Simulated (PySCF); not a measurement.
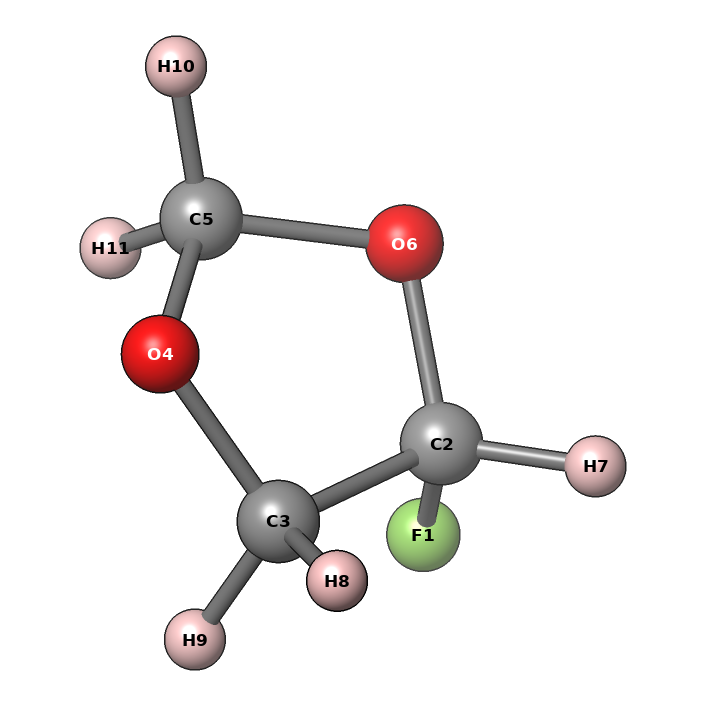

Atoms fade into the background with distance from the viewer. The geometry was computed by an optimisation with PBE0-D3(BJ)/def2-SVP. No frequency run is at hand to confirm it as a minimum.

### Which atoms or bonds are stereogenic?

Centres: C2.

### Give the R/S and E/Z labels.

C2: R (priorities F1 > O6 > C3 > H7).

### Give a SMILES with the stereochemistry.

F[C@@H]1COCO1
